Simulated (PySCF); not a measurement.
Sn(F)2(I)2, SMILES [Sn]([F])([I])([I])[F] (F2I2Sn) at its PBE0/def2-SVP optimised geometry (Å):

```
5

F     -0.9563    -2.0668    -1.6862
Sn    -0.5254    -1.2492     0.0000
F      1.3974    -1.2492     0.0000
I     -1.3974     1.2492     0.0000
I     -1.3898    -2.7917     1.9691
```

Level of theory: PBE0/def2-TZVP, def2 effective core potentials past Kr (PySCF). The core electrons that the potentials of I, Sn replace are not part of the density. Cells within 0.4 Å of a nucleus heavier than hydrogen are left out (blank, or x).

Map of the deformation density (molecule minus spherical neutral atoms) (e/bohr³) on the plane z = 0.0 Å:

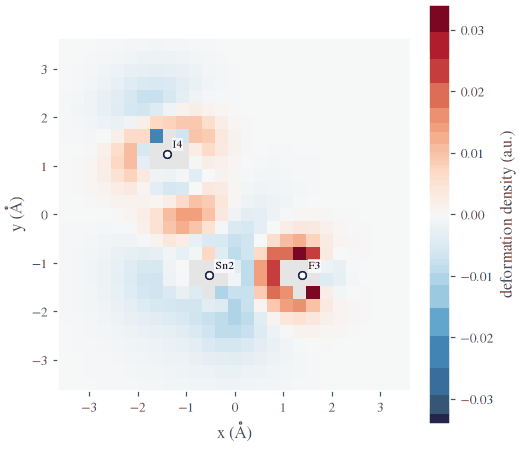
Figure: Deformation density (molecule minus spherical neutral atoms) (e/bohr³) on the plane z = 0.0 Å.
